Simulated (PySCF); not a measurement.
# C5H9BOSi: what the fields show

Input file:

```
{"job": {"kind": "uv", "xc": "CAM-B3LYP", "basis": "def2-SVPD", "nstates": 8, "ntriplets": 3}, "charge": 0, "multiplicity": 1}
C      3.249587    -1.407412    -0.161655
C      2.232344    -1.148381     0.425254
Si     0.636920    -0.716272     1.295394
O     -0.556515    -1.773811     0.860769
C     -1.459973    -1.341072    -0.117866
C     -1.597408     0.193513    -0.105501
B     -0.285498     0.826698     0.505529
C      0.065164     2.349430     0.391348
H      4.141085    -1.646256    -0.668541
H      0.821144    -1.035827     2.712568
H     -1.096520    -1.671709    -1.099755
H     -2.414093    -1.842987     0.075174
H     -1.897454     0.555034    -1.090479
H     -2.413653     0.464757     0.575332
H      0.436017     2.769010     1.325169
H      0.883746     2.460866    -0.321979
H     -0.751893     2.976450     0.038791
```

Run with:

```sh
OMP_NUM_THREADS=1 python probes_run.py task.json out
```

Geometry: GFN2-xTB.

Computed with CAM-B3LYP/def2-SVPD, SCF density, gas phase in PySCF.

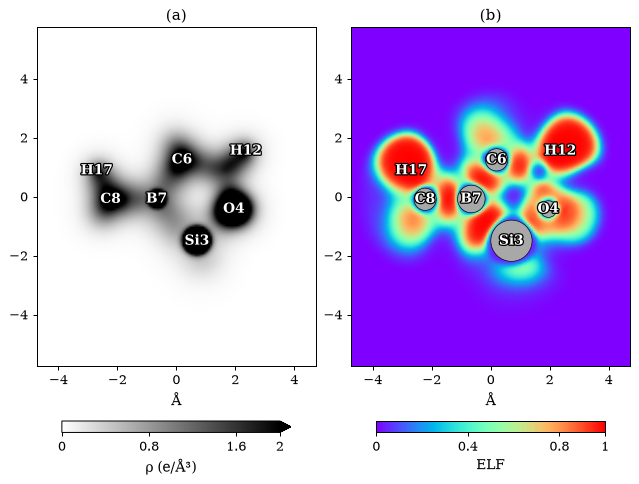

Figure 1. (a) electron density; (b) ELF on the plane of atoms O4, Si3 and B7. Grey discs cover the atomic cores in the ELF map.

Read the bonding off the picture.

Answer.
- The section cuts through Si, O, C, B and H sites.
- C–B (1.57 Å): ρ is about 1.4 e/Å³ halfway; the ELF peaks at about 1 between the atoms (localised, covalent bonding).
- Si–O (1.65 Å): the density is about 1.1 e/Å³ at the midpoint; the ELF peaks at about 0.90 between the atoms: a polar covalent bond.
- Si–B (1.96 Å): ρ is about 0.87 e/Å³ halfway; the ELF peaks at about 1 between the atoms (a shared electron pair).
- The ELF also peaks beside O4, away from the bonds: lone-pair regions.

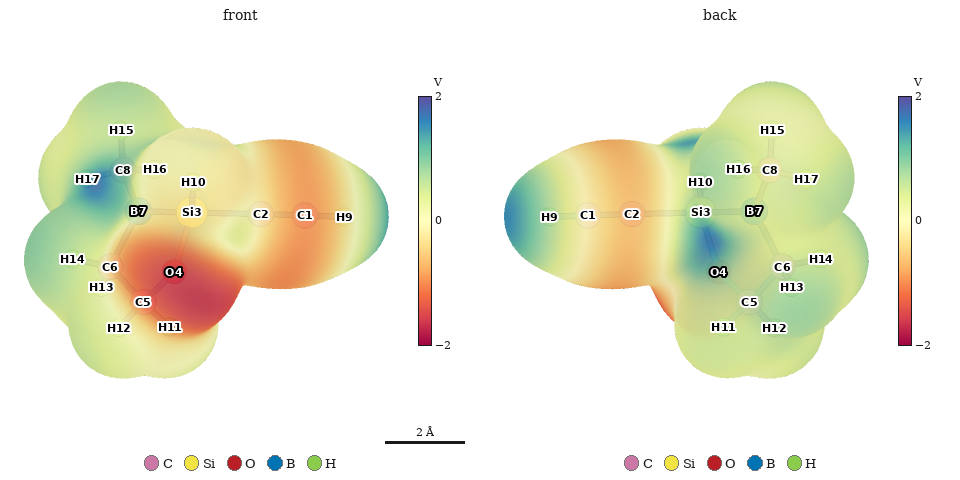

Figure 2. The molecular electrostatic potential painted on the density surface at 0.002 e/bohr³, seen from the front and from behind; the colour scale runs from red (negative) to blue (positive).

Describe the electrostatic potential map.

Answer. The most negative region (about −1.7 V, or −39 kcal/mol for a unit charge) lies over O4, the most positive (about +1.6 V, or +37 kcal/mol for a unit charge) over B7 and H9. O4 is the likeliest acceptor of a hydrogen bond.
